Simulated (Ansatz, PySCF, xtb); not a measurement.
Torsion H4–O1–Si2–S3 in H2OSSi (SMILES O[Si]S); at each angle all else is relaxed with GFN2-xTB, and the levels are single points there.
Geometry at 180° (charge 0, multiplicity 1):
```xyz
5

O     -0.981     0.436    -0.702
Si    -0.033    -0.868    -0.390
S      1.747    -0.096    -1.377
H     -1.889     0.509    -0.426
H      1.208     1.055    -1.754
```
Energies count from the point at 180°.

Frozen-core correlation. CBS(a, b) extrapolates the correlation energy as X⁻³ and adds the Hartree–Fock energy of set b. Rows in 6-31G* carry no dispersion term and start afresh at each structure (6-31G* with six Cartesian d functions).

Run with Ansatz (Gaussian basis) for Hartree–Fock, density functionals and correlated methods; PySCF for 6-31G* rows; xtb for the GFN methods. Each number belongs to the level named beside it.

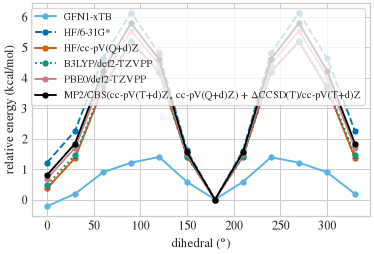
Figure: Relative energy along the coordinate

### Question
Read off the HF/6-31G* curve at dihedral = 0.

### Answer
about 1.2 kcal/mol

Ansatz is a quantum-chemistry and plane-wave program.
